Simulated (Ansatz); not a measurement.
# Decaying states in the gap of SrTlBr3, part 2 of 3

Wanted: the relaxed cell of SrTlBr3, its band edges and its decay constants. It is built by putting Sr for Ca, Tl for Rb in the RbCaBr3 structure of space group Pm-3m, with the volume rescaled by atomic radii. The parent structure comes from the Materials Project.

Ansatz 0.2.0; r2SCAN DFT, plane waves, PAW files (the session's first sound run).

So far, gap on path (eV): step 3 (band edges) 3.62. The relaxed cell has a = 5.905 Å (conventional setting).

The structure was built from a prototype and need not be the compound's stable phase.

**4. Decaying states in the gap**

This step: r2SCAN DFT, plane waves, PAW files; complex bands by layer matching along the plane's normal (Ansatz 0.2.0).

The same crystal is laid in a cell whose first two vectors span the (001) plane (indices of the standard conventional cell, whose axes can be ordered otherwise than in the bulk input). At fixed energy and wavevector in the plane the solver finds all kz, real and complex. A few wavevectors are listed, (0, 0) and (0, -0.5) in units of the plane's reciprocal vectors; the slowest state needn't be among them.

The input, input.yaml:

```yaml
crystal:
  lattice:
    - [5.904822498, 0.0, 0.0]
    - [0.0, 5.904822498, 0.0]
    - [0.0, 0.0, 5.904822498]
  atoms:
    - { symbol: Tl, position: [0.5, 0.5, 0.5] }
    - { symbol: Sr, position: [0.0, 0.0, 0.0] }
    - { symbol: Br, position: [0.5, 0.0, 0.0] }
    - { symbol: Br, position: [0.0, 0.5, 0.0] }
    - { symbol: Br, position: [0.0, 0.0, 0.5] }
kpoints:
  mp_grid: { grid: [4, 4, 4] }
scf:
  occupations: { method: fixed }
hamiltonian:
  xc: r2scan
output:
  eigenvalues: true
  transmission:
    leads: [[0, 0]]
    kpoints: [[0.0, 0.0], [0.0, -0.5]]
    e_range: [-1.0, 4.62]
    de: 0.09
```

The run is started by

```console
$ ansatz run input.yaml --threads 2 --pin off --max-ram 4096MiB --backend cpu --events-out ev --progress --plain --runs-dir out
```

Numbers of over 12 decimals in the logs are rounded to 6 here.

The log of the run:

```text
[...]
Crystal: 5 atoms, lattice volume = 205.883 Å³
Basis set: ecut = 500 eV, 5185 PW (Γ), exchange–correlation on 180×180×180 points (64 copies of the dense FFT grid, shifted against one another)
Bands: 27, of which v1, the nominal top of the filled ones, is band 22 counted from 1 (21 counted from 0)
Symmetry: 48 space group operations
[...]
k-points: 10 of 64
[...]
SCF iter   1: F=—  HF=-23400.834355 eV  |F-HF|=—  |Δ(HF+E_count)|=         —  Δρ=3.56e-3  dr2=3.10e-2  dr2_τ=1.59e-2  ethr=1.77e-3  ⟨swp⟩=4.9  Hψ=1281  notcnv=0  defer=22
[...]
SCF iter   6: F=-23400.875633 eV  HF=-23400.875633 eV  |F-HF|=2.32e-8  |Δ(HF+E_count)|=   6.00e-7  Δρ=3.35e-6  dr2=2.04e-8  dr2_τ=1.85e-9  ethr=2.27e-10  ⟨swp⟩=12.9  Hψ=1492  notcnv=0
SCF 1 converged in 6 iterations: F = -23400.875633 eV  dr2 = 2.04e-8
[...]
transmission: 12 of 24 steps passed
transmission: 24 of 24 steps passed
SCF converged after 6 iterations
Free energy (F): -23400.875633 eV
[...]
Internal energy: -23400.875633 eV  (E = F + TS)
E sigma→0 (E₀):  -23400.875633 eV
Fermi energy:    1.247082 eV
[...]
--- Band table (eV; the first three rows and the last of 10) ---
  k-point 0: bands = [... 18 lower, 0.7646, 0.9572, 0.9572, 0.9572, 6.2714, 6.2714, 6.2714, 7.1541, ... 1 higher]
  k-point 1: bands = [... 18 lower, 0.6960, 0.7182, 0.9218, 0.9218, 5.4129, 6.0418, 6.0418, 7.2107, ... 1 higher]
  k-point 2: bands = [... 18 lower, 0.6571, 0.6733, 0.9225, 0.9225, 4.8633, 5.8662, 5.8662, 7.2717, ... 1 higher]
  k-point 9: bands = [... 18 lower, -0.1172, 1.2471, 1.2471, 1.2471, 6.1289, 6.1289, 6.1289, 8.8963, ... 1 higher]
--- Transmission ---
  basis      : 357 plane waves across, 12 finite elements along
  points     : 2, as listed
  energies   : 63 from -1.000000 to 4.580000 eV about the Fermi level, 0.090000 eV apart; the leads are filled to 1.808127 eV, and channels, transmission and decay are at 1.790000 eV
  crystal 0  : Sr1Br3Tl1, at the sites [0, 0], period 5.9048 Å: whole cells are its period
    offset         : up to 0.0000 Å between an atom of the period and one for which it stands
    channels       : 0.000000e0 a spin
    conductance    : none, the energies end too early or step too widely for 300 K: set another output.transmission.e_range or a lower de, or, where they end at an eighth of basis.ecutwfc, a higher one
    slowest decay  : 0.3317 /Å at (0.0000, 0.0000)
```

The job ended after 2.2 min (2 threads of Arm Neoverse V2, shared host; peak memory 1.6 GiB).

This step gave:

| Property | Result |
| --- | --- |
| level to which the leads are filled | 1.808 eV from the Fermi level |
| decay constant at the filling level, zone centre | 0.3317 Å⁻¹ |
| decay constant at the filling level, slowest listed point | 0.3317 Å⁻¹ |

K parallel (0, 0); values up to 1.5 1/Å, a degenerate pair printed once or twice; energies at which all values exceed this have no row. Table of Im kz of the slowest decaying states by energy, zero at the highest filled level on the SCF mesh:

```
energy (eV)  decay 1 (Å⁻¹)  decay 2 (Å⁻¹)  decay 3 (Å⁻¹)  decay 4 (Å⁻¹)
     -1.000          0.112          0.227          0.539          0.820
     -0.460          0.143          0.160          0.257          0.378
     -0.010          0.180          0.315          0.378          0.498
      0.530          0.264          0.420          0.434          0.585
      0.980          0.299          0.426          0.478          0.616
      1.520          0.324          0.411          0.503          0.630
      1.970          0.336          0.383          0.509          0.632
      2.510          0.330          0.342          0.503          0.624
      2.960          0.264          0.343          0.491          0.582
      3.500          0.116          0.339          0.467          0.509
      4.040          0.329          0.396          0.435          0.562
      4.490          0.206          0.317          0.403          0.534
```

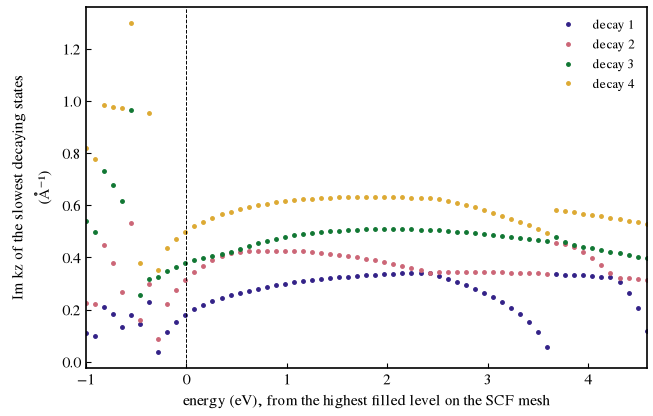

Im kz of the slowest decaying states, plotted against energy.

K parallel (0, -0.5); values up to 1.5 1/Å, a degenerate pair printed once or twice; energies at which all values exceed this have no row. Im kz of the slowest decaying states against energy, zero at the highest filled level on the SCF mesh:

```
energy (eV)  decay 1 (Å⁻¹)  decay 2 (Å⁻¹)  decay 3 (Å⁻¹)  decay 4 (Å⁻¹)
     -1.000          0.186          0.205          0.217          0.443
     -0.460          0.239          0.383          0.482          0.951
     -0.010          0.195          0.309          0.444          0.445
      0.530          0.276          0.390          0.437          0.475
      0.980          0.308          0.479          0.483          0.541
      1.520          0.329          0.468          0.508          0.619
      1.970          0.335          0.447          0.514          0.596
      2.510          0.325          0.413          0.508          0.552
      2.960          0.284          0.388          0.494          0.501
      3.500          0.136          0.370          0.411          0.468
      4.040          0.240          0.356          0.376          0.431
      4.490          0.150          0.342          0.390          0.700
```

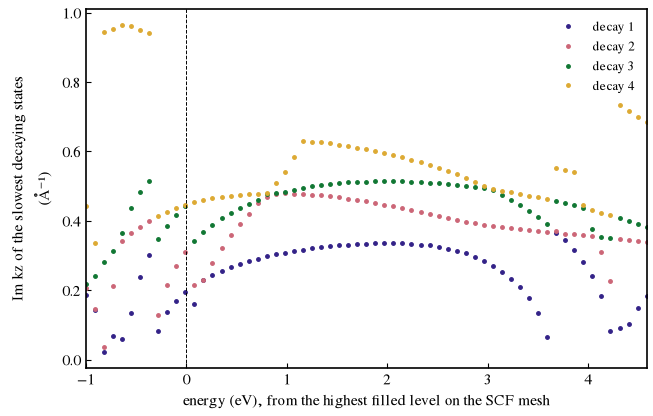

Im kz of the slowest decaying states against energy.

At the listed wavevectors the last open channel is at -0.01 eV and the next at +3.68 eV on the grid. At +1.79 eV, the grid energy nearest the filling level (the middle of the gap on the SCF mesh), the slowest state at the listed wavevectors decays with κ = 0.332 Å⁻¹, its amplitude falling by e over 3.0 Å. Through 1 nm of this crystal that state's transmission falls by exp(−2 × 0.332 Å⁻¹ × 10 Å) = 0.0013.

**5. Decay over the two-dimensional zone**

The listed points could miss the slowest state, so one energy near mid-gap is solved on a mesh of 8×8.

Changes to input.yaml since step 4:

```diff
@@ -19,6 +19,2 @@
   eigenvalues: true
-  transmission:
-    leads: [[0, 0]]
-    kpoints: [[0.0, 0.0], [0.0, -0.5]]
-    e_range: [-1.0, 4.62]
-    de: 0.09
+  transmission: { leads: [[0, 0]], kmesh: [8, 8], e_range: [1.81, 1.82], de: 0.05 }
```

The log of the run:

```text
[...]
Crystal: 5 atoms, lattice volume = 205.883 Å³
Basis set: ecut = 500 eV, 5185 PW (Γ), exchange–correlation on 180×180×180 points (64 copies of the dense FFT grid, shifted against one another)
Bands: 27, of which v1, the nominal top of the filled ones, is band 22 counted from 1 (21 counted from 0)
Symmetry: 48 space group operations
[...]
k-points: 10 of 64
[...]
SCF iter   1: F=—  HF=-23400.834355 eV  |F-HF|=—  |Δ(HF+E_count)|=         —  Δρ=3.56e-3  dr2=3.10e-2  dr2_τ=1.59e-2  ethr=1.77e-3  ⟨swp⟩=4.9  Hψ=1281  notcnv=0  defer=22
[...]
SCF iter   6: F=-23400.875633 eV  HF=-23400.875633 eV  |F-HF|=2.32e-8  |Δ(HF+E_count)|=   6.00e-7  Δρ=3.35e-6  dr2=2.04e-8  dr2_τ=1.85e-9  ethr=2.27e-10  ⟨swp⟩=12.9  Hψ=1492  notcnv=0
SCF 1 converged in 6 iterations: F = -23400.875633 eV  dr2 = 2.04e-8
[...]
transmission: 20 of 150 steps passed
transmission: 40 of 150 steps passed
[...]
transmission: 150 of 150 steps passed
SCF converged after 6 iterations
Free energy (F): -23400.875633 eV
[...]
Internal energy: -23400.875633 eV  (E = F + TS)
E sigma→0 (E₀):  -23400.875633 eV
Fermi energy:    1.247082 eV
[...]
--- Band table (eV; the first three rows and the last of 10) ---
  k-point 0: bands = [... 18 lower, 0.7646, 0.9572, 0.9572, 0.9572, 6.2714, 6.2714, 6.2714, 7.1541, ... 1 higher]
  k-point 1: bands = [... 18 lower, 0.6960, 0.7182, 0.9218, 0.9218, 5.4129, 6.0418, 6.0418, 7.2107, ... 1 higher]
  k-point 2: bands = [... 18 lower, 0.6571, 0.6733, 0.9225, 0.9225, 4.8633, 5.8662, 5.8662, 7.2717, ... 1 higher]
  k-point 9: bands = [... 18 lower, -0.1172, 1.2471, 1.2471, 1.2471, 6.1289, 6.1289, 6.1289, 8.8963, ... 1 higher]
--- Transmission ---
  basis      : 357 plane waves across, 10 finite elements along
  points     : 15, standing for a mesh of 8 x 8
  energies   : 1 from 1.810000 to 1.810000 eV about the Fermi level; the leads are filled to 1.808127 eV, and channels, transmission and decay are at 1.810000 eV
  crystal 0  : Sr1Br3Tl1, at the sites [0, 0], period 5.9048 Å: whole cells are its period
[...]
channels       : 0.000000e0 a spin
    conductance    : none, crystal 0 has no channel at the energies, or these end too early or step too widely for 300 K: set another output.transmission.e_range or a lower de, or, where they end at an eighth of basis.ecutwfc, a higher one
    slowest decay  : 0.3322 /Å at (0.0000, 0.0000)
```

Elapsed: 82 s, on 2 threads; peak memory 1.5 GiB.

Numbers from this step:

```yaml
least_decay_constant_on_the_mesh: 0.3322 Å⁻¹
```

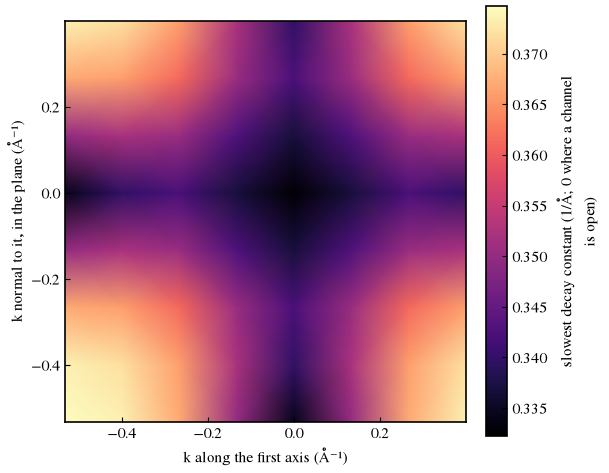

Slowest decay constant (1/Å; 0 where a channel is open) over k1 and k2. At 1.8100 eV from the Fermi level.

The least value on the mesh is 0.332 Å⁻¹ at +1.81 eV. At that energy the listed points give about 0.332 Å⁻¹ by interpolation, so the mesh holds no clearly slower state.

**6. Band edges at another level, cutoff 420 eV**

This step: PBEsol DFT, plane waves, PAW files (Ansatz 0.2.0).

The edges again with PBEsol, at the same atoms. Against that run the cutoff is 420 eV against 500.

The input, input.yaml:

```yaml
crystal:
  lattice:
    - [5.9048224984, 0.0, 0.0]
    - [0.0, 5.9048224984, 0.0]
    - [0.0, 0.0, 5.9048224984]
  atoms:
    - { symbol: Tl, position: [0.5, 0.5, 0.5] }
    - { symbol: Sr, position: [0.0, 0.0, 0.0] }
    - { symbol: Br, position: [0.5, 0.0, 0.0] }
    - { symbol: Br, position: [0.0, 0.5, 0.0] }
    - { symbol: Br, position: [0.0, 0.0, 0.5] }
kpoints:
  mp_grid: { grid: [4, 4, 4] }
  band_path: { path: [VBM, CBM], npoints: 30 }
scf:
  occupations: { method: fixed }
hamiltonian:
  xc: pbesol
output:
  eigenvalues: true
```

The log of the run:

```text
[...]
Crystal: 5 atoms, lattice volume = 205.883 Å³
Basis set: ecut = 420 eV, 3959 PW (Γ)
Bands: 27, of which v1, the nominal top of the filled ones, is band 22 counted from 1 (21 counted from 0)
Symmetry: 48 space group operations
[...]
k-points: 10 of 64
[...]
SCF iter   1: F=—  HF=-23004.525797 eV  |F-HF|=—  |Δ(HF+E_count)|=         —  Δρ=1.55e-3  dr2=6.47e-3  ethr=1.77e-3  ⟨swp⟩=5.1  Hψ=1257  notcnv=0  defer=19
[...]
SCF iter   6: F=-23004.525910 eV  HF=-23004.525910 eV  |F-HF|=2.82e-8  |Δ(HF+E_count)|=   3.34e-7  Δρ=2.24e-6  dr2=1.20e-8  ethr=2.27e-10  ⟨swp⟩=12.0  Hψ=1358  notcnv=0
SCF 1 converged in 6 iterations: F = -23004.525910 eV  dr2 = 1.20e-8
[...]
SCF converged after 6 iterations
Free energy (F): -23004.525910 eV
[...]
Internal energy: -23004.525910 eV  (E = F + TS)
E sigma→0 (E₀):  -23004.525910 eV
Fermi energy:    1.534906 eV
[...]
--- Band table (eV; the first three rows and the last of 10) ---
  k-point 0: bands = [... 18 lower, 1.0568, 1.2437, 1.2437, 1.2437, 6.0481, 6.0481, 6.0481, 6.7550, ... 1 higher]
  k-point 1: bands = [... 18 lower, 0.9672, 1.0082, 1.2099, 1.2099, 5.1705, 5.8166, 5.8166, 6.8085, ... 1 higher]
  k-point 2: bands = [... 18 lower, 0.9327, 0.9614, 1.2136, 1.2136, 4.6234, 5.6437, 5.6437, 6.8661, ... 1 higher]
  k-point 9: bands = [... 18 lower, 0.1491, 1.5349, 1.5349, 1.5349, 5.9207, 5.9207, 5.9207, 8.3903, ... 1 higher]
```

Elapsed: 7.7 s, on 2 threads; peak memory 0.4 GiB.

Numbers from this step:

```yaml
free_energy: -23004.5259 eV
fermi_energy: 1.535 eV
gap_on_the_k_mesh: 3.089 eV
gap_on_path: 3.089 eV, by band count; negative where bands overlap
direct_gap_on_path: 3.410 eV
```

Electronic bands along the path, in eV, zero at the Fermi level (highest filled level under fixed occupations); v1 is the highest filled band, c1 the lowest empty one:

```
point     v4     v3     v2     v1    c1    c2    c3    c4
  VBM  -1.39   0.00   0.00   0.00  4.39  4.39  4.39  6.86
  CBM  -0.60  -0.57  -0.32  -0.32  3.09  4.11  4.11  5.33
```

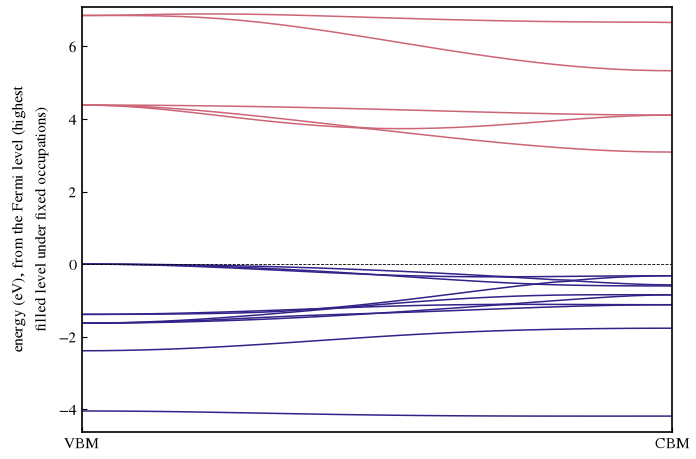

Electronic bands along the path; lines of filled and empty bands in two colours.

The searched edges give 3.09 eV, as on the mesh.

Between step 3 and this run (PBEsol and cutoff 420 eV) the value for the gap on path moves from 3.62 eV to 3.09 eV.

(Continued in part 3 of 3.)

[Logs are printed without paths, hosts, clocks, repeated set-up lines and the standing remarks that a program may print on its own settings, such as how far it seeks lower states.]

[Hosts, paths, dates, database ids (printed as entryN), source tags and the programs' standing remarks are cut or masked in the printed files.]
